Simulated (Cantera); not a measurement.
Charge: 1 mol ZrO₂, 1800 mol H₂, 0.32 mol H₂O, held at 5.55 Torr.

Cantera equilibrium calculation (NASA polynomials, part measured and part estimated; ideal gas, pure solids and liquids). Candidate condensed phases: H₂O, Zr, ZrO₂; 12 gas species. Equilibrium is a limit: real reactors are often held back by kinetics, nucleation or transport.

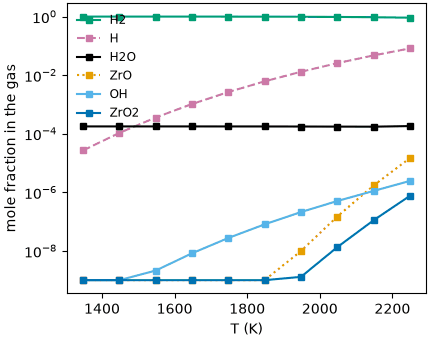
*Equilibrium gas composition (values under 1e-9 drawn at 1e-9)*

Read off the mole fractions at 1948 K.

H₂ about 0.99, H about 0.013, H₂O about 0.00018, OH about 2.1e-7.
